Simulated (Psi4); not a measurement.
# GeH2Cl (SMILES [Cl][GeH2]) at 5 levels

Wanted: a comparison of 5 runs (UHF/STO-3G, UHF/3-21G, UHF/def2-SVP, UPBE0/def2-SVP, UTPSS/def2-TZVP) of GeH2Cl. 

The results are computed with Psi4 1.11.

3 further runs of the same task are left out: 3 that didn't finish.

## Step 1: The molecule

The species is GeH2Cl (4 atoms), meant as a doublet with charge 0. As SMILES, `[Cl][GeH2]`. Geometry: relaxed at PBE0-D4/def2-TZVP.

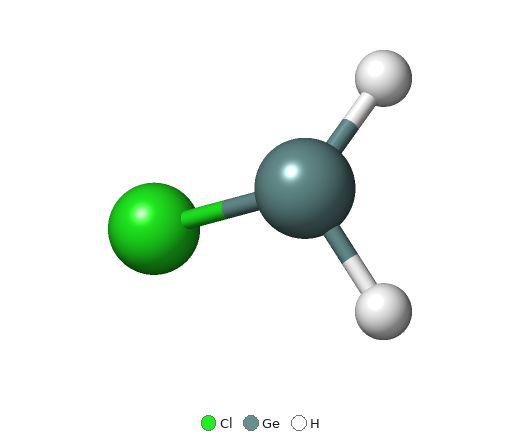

Viewed from a chosen angle; chlorine green, germanium teal, hydrogen white.

## Step 2: Energy and forces at UHF/STO-3G (run 1)

File input.in:

```
memory 1600 MB

molecule geom {
  0 2
  Cl    -1.562900     0.305200     0.993500
  Ge     0.106700    -0.451100    -0.141600
  H      0.072700     0.259600    -1.514200
  H      1.383400    -0.113700     0.662300
  symmetry c1
  no_reorient
  no_com
}

set {
  basis STO-3G
  reference uhf
  puream true
  e_convergence 1e-09
  d_convergence 1e-08
  scf_type pk
  maxiter 200
}

e_tot, wfn = gradient('hf', return_wfn=True)
oeprop(wfn, 'MULLIKEN_CHARGES', 'QUADRUPOLE', 'LOWDIN_CHARGES')
print_variables()
```

On the command line:

```console
$ psi4 input.in input.out -n 1
```

input.out:

```text
[...]
  Running in c1 symmetry.
[...]
  Nuclear repulsion =  161.647276263878894
[...]
  Multiplicity = 2
[...]
  Nalpha       = 26
  Nbeta        = 25
[...]
    Number of basis functions: 29
[...]
   @UHF iter   1: -2507.18685437349541   -2.95765e+00   2.08119e-02 DIIS/ADIIS
[...]
   @UHF iter  13: -2507.50633637404826   -2.27374e-12   2.96853e-09 DIIS
[...]
   @S^2 Observed:                7.515857572E-01
[...]
    Orbital Energies [Eh]
    ---------------------
    Alpha Occupied:
       1A   -400.569996     2A   -103.619136     3A    -50.414493
       4A    -45.480052     5A    -45.477505     6A    -45.476710
       7A    -10.312021     8A     -7.755622     9A     -7.751039
      10A     -7.750358    11A     -6.510155    12A     -4.555361
      13A     -4.550449    14A     -4.547016    15A     -0.985344
      16A     -0.692270    17A     -0.686948    18A     -0.686612
      19A     -0.685085    20A     -0.684313    21A     -0.654144
      22A     -0.467479    23A     -0.431048    24A     -0.393877
      25A     -0.362843    26A     -0.273956
    Alpha Virtual:
[...]
  @UHF Final Energy: -2507.50633637404826
   => Energetics <=
    Nuclear Repulsion Energy =            161.6472762638788936
    One-Electron Energy =               -3835.2142270771064432
    Two-Electron Energy =                1166.0606144391797443
    Total Energy =                      -2507.5063363740482600
  UHF NO Occupations:
  HONO-2 :   24  A 1.9998314
  HONO-1 :   25  A 1.9994305
[...]
  -Total Gradient:
     Atom            X                  Y                   Z
    ------   -----------------  -----------------  -----------------
       1       -0.002005552403    -0.000061851115     0.001195247820
       2       -0.029934675286    -0.024279474746     0.013886771388
       3       -0.001677137073     0.017201553086    -0.036851556902
       4        0.033617364781     0.007139772744     0.021769537671
[...]
 Multipole Moments:
 ------------------------------------------------------------------------------------
     Multipole            Electronic (a.u.)      Nuclear  (a.u.)        Total (a.u.)
 ------------------------------------------------------------------------------------
 L = 1.  Multiply by 2.5417464519 to convert [e a0] to [Debye]
 Dipole X            :         41.9255055          -41.0047893            0.9207163
 Dipole Y            :         16.6263099          -17.1982085           -0.5718986
 Dipole Z            :        -22.3964271           21.7439447           -0.6524825
 Magnitude           :                                                    1.2651165
 L = 2.  Multiply by 1.3450342976 to convert [e a0^2] to [Debye ang]
 Quadrupole XX       :       -180.6715138          156.4431946          -24.2283192
 Quadrupole XY       :         35.6480881          -34.9521750            0.6959130
[...]
  Mulliken Charges: (a.u.)
   Center  Symbol    Alpha    Beta     Spin     Total
       1    CL     8.70568  8.67993  0.02575 -0.38562
       2    GE    16.17716 15.23421  0.94296  0.58863
       3     H     0.55858  0.54293  0.01565 -0.10150
       4     H     0.55858  0.54293  0.01565 -0.10151
   Total alpha = 26.00000, Total beta = 25.00000, Total charge = -0.00000
  Lowdin Charges: (a.u.)
   Center  Symbol    Alpha    Beta     Spin     Total
       1    CL     8.67110  8.64101  0.03009 -0.31211
       2    GE    16.21098 15.27040  0.94058  0.51861
[...]
```

It took 1.9 s on 1 thread of Intel Xeon Platinum 8375C at 2.90GHz (Ice Lake), shared host; peak memory 0.19 GiB.

## Step 3: Energy and forces at UHF/3-21G (run 2)

File input.json:

```json
{
  "schema_name": "qcschema_input",
  "schema_version": 1,
  "molecule": {
    "schema_name": "qcschema_molecule",
    "schema_version": 2,
    "symbols": ["Cl", "Ge", "H", "H"],
    "geometry": [-2.95345296, 0.57674441, 1.8774429, 0.20163378, -0.85245545, -0.26758522, 0.13738309, 0.4905729, -2.8614233, 2.61424712, -0.21486186, 1.25156561],
    "molecular_charge": 0,
    "molecular_multiplicity": 2,
    "fix_symmetry": "c1"
  },
  "driver": "gradient",
  "model": {
    "method": "scf",
    "basis": "3-21G"
  },
  "keywords": {
    "reference": "uhf",
    "puream": true,
    "e_convergence": 1e-09,
    "d_convergence": 1e-08,
    "scf_type": "pk",
    "maxiter": 200,
    "scf_properties": ["MAYER_INDICES", "DIPOLE", "MULLIKEN_CHARGES"]
  }
}
```

On the command line:

```console
$ psi4 --qcschema input.json -n 1 --memory 1600MB
```

stdout:

```text
[...]
  Running in c1 symmetry.
[...]
  Nuclear repulsion =  161.647276464849284
[...]
  Multiplicity = 2
[...]
  Nalpha       = 26
  Nbeta        = 25
[...]
    Number of basis functions: 39
[...]
   @UHF iter   1: -2523.38046968619483   -3.90159e+00   1.95162e-02 DIIS/ADIIS
[...]
   @UHF iter  14: -2523.79150188691801   -9.09495e-13   3.47879e-09 DIIS
[...]
   @S^2 Observed:                7.519170658E-01
[...]
    Orbital Energies [Eh]
    ---------------------
    Alpha Occupied:
       1A   -402.738393     2A   -104.089972     3A    -51.966061
       4A    -45.978661     5A    -45.976808     6A    -45.976007
       7A    -10.484680     8A     -7.948360     9A     -7.944829
      10A     -7.943905    11A     -7.197309    12A     -5.152829
      13A     -5.150333    14A     -5.146925    15A     -1.600418
      16A     -1.598458    17A     -1.596507    18A     -1.594267
      19A     -1.593155    20A     -1.092846    21A     -0.741480
      22A     -0.532702    23A     -0.510925    24A     -0.477687
      25A     -0.446231    26A     -0.350002
    Alpha Virtual:
[...]
  @UHF Final Energy: -2523.79150188691801
   => Energetics <=
    Nuclear Repulsion Energy =            161.6472764648492841
    One-Electron Energy =               -3839.7491925208232715
    Two-Electron Energy =                1154.3104141690557753
    Total Energy =                      -2523.7915018869180130
  UHF NO Occupations:
  HONO-2 :   24  A 1.9996695
  HONO-1 :   25  A 1.9994804
[...]
 Multipole Moments:
 ------------------------------------------------------------------------------------
     Multipole            Electronic (a.u.)      Nuclear  (a.u.)        Total (a.u.)
 ------------------------------------------------------------------------------------
 L = 1.  Multiply by 2.5417464519 to convert [e a0] to [Debye]
 Dipole X            :          2.6256472           -1.6412928            0.9843544
 Dipole Y            :         -2.9261943            2.3769490           -0.5492452
 Dipole Z            :         -2.0827460            1.3958697           -0.6868763
 Magnitude           :                                                    1.3200087
[...]
  Mulliken Charges: (a.u.)
   Center  Symbol    Alpha    Beta     Spin     Total
       1    CL     8.76268  8.74006  0.02262 -0.50274
       2    GE    16.06007 15.13291  0.92716  0.80702
       3     H     0.58862  0.56351  0.02511 -0.15214
       4     H     0.58863  0.56351  0.02511 -0.15214
   Total alpha = 26.00000, Total beta = 25.00000, Total charge =  0.00000
  Mayer Bond Indices:
  Total Bond Index:
  Irrep: 1 Size: 4 x 4
[...]
  -Total Gradient:
     Atom            X                  Y                   Z
    ------   -----------------  -----------------  -----------------
       1        0.025155897799    -0.010171172353    -0.016894279056
       2       -0.027395327502     0.004982202521     0.017375785188
       3       -0.000350139048     0.003018438893    -0.002689299449
       4        0.002589568781     0.002170530913     0.002207793334
[...]
```

The result, in JSON:

```text
{
 "driver": "gradient",
 "model": {
  "method": "scf",
  "basis": "3-21G"
 },
 "success": true,
 "return_result": [0.02515589779913885, -0.010171172352717722, -0.01689427905644178, -0.02739532750230563, 0.004982202520530721, 0.017375785187645626, -0.0003501390481246598, 0.003018438892645428, -0.002689299448648763, 0.0025895687810318924, 0.0021705309131423087, 0.002207793334445915],
 "properties": {
  "calcinfo_nbasis": 39,
  "calcinfo_nmo": 39,
  "calcinfo_nalpha": 26,
  "calcinfo_nbeta": 25,
  "calcinfo_natom": 4,
  "nuclear_repulsion_energy": 161.64727646484928,
  "return_energy": -2523.791501886918,
  "return_gradient": [0.02515589779913885, -0.010171172352717722, -0.01689427905644178, -0.02739532750230563, 0.004982202520530721, 0.017375785187645626, -0.0003501390481246598, 0.003018438892645428, -0.002689299448648763, 0.0025895687810318924, 0.0021705309131423087, 0.002207793334445915],
  "scf_one_electron_energy": -3839.7491925208233,
  "scf_two_electron_energy": 1154.3104141690558,
  "scf_dipole_moment": [0.9843544127887962, -0.5492452324026842, -0.6868762732571398],
  "scf_total_energy": -2523.791501886918,
  "scf_total_gradient": [0.02515589779913885, -0.010171172352717722, -0.01689427905644178, -0.02739532750230563, 0.004982202520530721, 0.017375785187645626, -0.0003501390481246598, 0.003018438892645428, -0.002689299448648763, 0.0025895687810318924, 0.0021705309131423087, 0.002207793334445915],
  "scf_iterations": 14
 }
}
```

Run time: 2.2 s. Hardware: 1 thread of Intel Xeon Platinum 8375C at 2.90GHz (Ice Lake), shared host; peak memory 0.2 GiB.

Runs 3 to 4 aren't shown in full; the table further down has their settings and results.

## Step 4: Energy and forces at UTPSS/def2-TZVP (run 5)

File calc.inp:

```
memory 1.6 GB

molecule {
  0 2
  Cl
  Ge 1 2.155923
  H 2 1.546053 1 106.80676
  H 2 1.545981 3 112.30224 1 -116.77052
  symmetry c1
  no_reorient
  no_com
}

set globals {
  basis def2-TZVP
  reference uks
  puream true
  e_convergence 1e-09
  d_convergence 1e-08
  scf_type pk
  dft_radial_points 99
  dft_spherical_points 590
  maxiter 200
}

energy_value, wavefunction = gradient("tpss", return_wfn=True)
```

On the command line:

```console
$ psi4 -n 1 calc.inp calc.out
```

calc.out:

```text
[...]
  Running in c1 symmetry.
[...]
  Nuclear repulsion =  161.647306557156270
[...]
  Multiplicity = 2
[...]
  Nalpha       = 26
  Nbeta        = 25
[...]
    Number of basis functions: 97
[...]
   @UKS iter   1: -2536.48273278327088   -1.16545e+00   3.37442e-02 ADIIS/DIIS
[...]
   @UKS iter  14: -2538.40907669842863   -5.45697e-12   4.94861e-09 DIIS
[...]
   @S^2 Observed:                7.519264805E-01
[...]
    Orbital Energies [Eh]
    ---------------------
    Alpha Occupied:
       1A   -397.748802     2A   -100.985424     3A    -49.324497
       4A    -43.863087     5A    -43.862094     6A    -43.860739
       7A     -9.236257     8A     -7.013343     9A     -7.007623
      10A     -7.006137    11A     -6.061670    12A     -4.252094
      13A     -4.249344    14A     -4.245678    15A     -1.128300
      16A     -1.126672    17A     -1.123413    18A     -1.123258
      19A     -1.121499    20A     -0.761134    21A     -0.515946
      22A     -0.353621    23A     -0.352530    24A     -0.307787
      25A     -0.283321    26A     -0.208396
    Alpha Virtual:
[...]
  @UKS Final Energy: -2538.40907669842863
   => Energetics <=
    Nuclear Repulsion Energy =            161.6473065571562699
    One-Electron Energy =               -3852.9116187721201641
    Two-Electron Energy =                1260.8656214795910273
    DFT Exchange-Correlation Energy =    -108.0103859630556400
    Empirical Dispersion Energy =           0.0000000000000000
    VV10 Nonlocal Energy =                  0.0000000000000000
    Total Energy =                      -2538.4090766984286347
[...]
 Multipole Moments:
 ------------------------------------------------------------------------------------
     Multipole            Electronic (a.u.)      Nuclear  (a.u.)        Total (a.u.)
 ------------------------------------------------------------------------------------
 L = 1.  Multiply by 2.5417464519 to convert [e a0] to [Debye]
 Dipole X            :         -1.2845701            1.2948230            0.0102529
 Dipole Y            :          0.7364842           -0.7423072           -0.0058230
 Dipole Z            :          3.4838424           -2.8398223            0.6440201
 Magnitude           :                                                    0.6441280
[...]
  -Total Gradient:
     Atom            X                  Y                   Z
    ------   -----------------  -----------------  -----------------
       1       -0.000240480223     0.000136377048     0.004938943034
       2        0.002188295508    -0.001230681003    -0.004381340603
       3       -0.000585626140     0.001215680817    -0.000274380837
       4       -0.001364177879    -0.000120237008    -0.000279002526
[...]
```

Wall time 55 s (1 thread of Intel Xeon Platinum 8375C at 2.90GHz (Ice Lake), shared host); peak memory 0.83 GiB.

## Step 5: Overview of the runs

```csv
run,level,task,integration grid,energy (Eh),dipole moment (D),HOMO energy (eV),LUMO energy (eV),wall time
1,UHF/STO-3G,gradient,–,-2507.506336,3.22,-7.45,3.96,1.9 s
2,UHF/3-21G,gradient,–,-2523.791502,3.36,-9.52,0.13,2.2 s
3,UHF/def2-SVP,gradient,–,-2535.627229,2.14,-9.44,0.55,3.3 s
4,UPBE0/def2-SVP,energy,99 radial × 590 angular,-2537.574482,1.74,-6.56,-3.21,10 s
5,UTPSS/def2-TZVP,gradient,99 radial × 590 angular,-2538.409077,1.64,-5.67,-4.11,55 s
```

## Step 6: Results

```
                                 quantity           value
                      run 5: total energy  -2538.40908 Eh
                     run 5: dipole moment          1.64 D
run 5: HOMO energy (highest over α and β)        -5.67 eV
 run 5: LUMO energy (lowest over α and β)        -4.11 eV
                              run 5: ⟨S²⟩           0.752
          run 5: largest force on an atom      0.260 eV/Å
```

In words: The dipole moment (its size) runs from 1.64 D (UTPSS/def2-TZVP) to 3.36 D (UHF/3-21G). The two ends differ in method and basis. Totals of different functionals can't be ranked against each other. In run 1 the basis is minimal, so the values are rough. All runs together took 72 s, the longest 55 s.
